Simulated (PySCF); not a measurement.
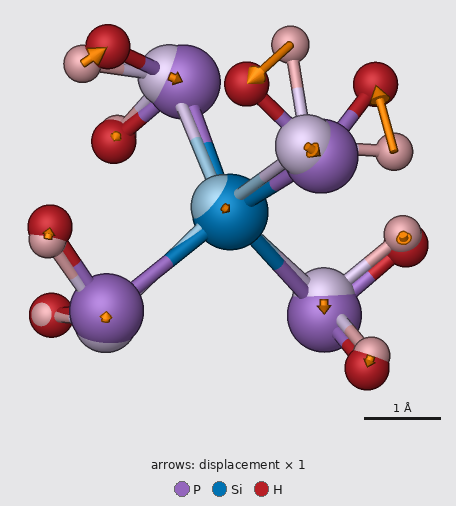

A relaxation of SiP4H8. The starting structure is drawn faded, the final one solid; orange arrows show the displacements, at their true length. The two geometries are superimposed by the best rigid fit.

A ball-and-stick model, seen at a tilt.

The start comes from GFN2-xTB. Its atoms were then displaced at random by about 0.03 Å.

These are results of PBE0-D3(BJ)/def2-SVP geometry optimisation, gas phase (PySCF), not measurements. 

Which element moves most?

Hydrogen: up to 1.03 Å, against 0.28 Å for phosphorus.

What happened in the run?

The largest moves after the best rigid fit, 1.03 Å, are those of H atoms. Largest moves by element: H 1.03 Å, P 0.28 Å, Si 0.12 Å. Near-neighbour distances that change, for instance: H–P 1.261 → 1.430 Å, H–P 1.341 → 1.430 Å, P–Si 2.334 → 2.268 Å, H–P 1.468 → 1.429 Å. Among the angles between lasting bonds that change: H–P–H 87.0° → 94.0°, Si–P–H 89.9° → 93.8°, H–P–H 90.4° → 93.8°. Groups turn about P–Si by about 55°. After 14 geometry steps the energy has fallen by 0.838 eV.
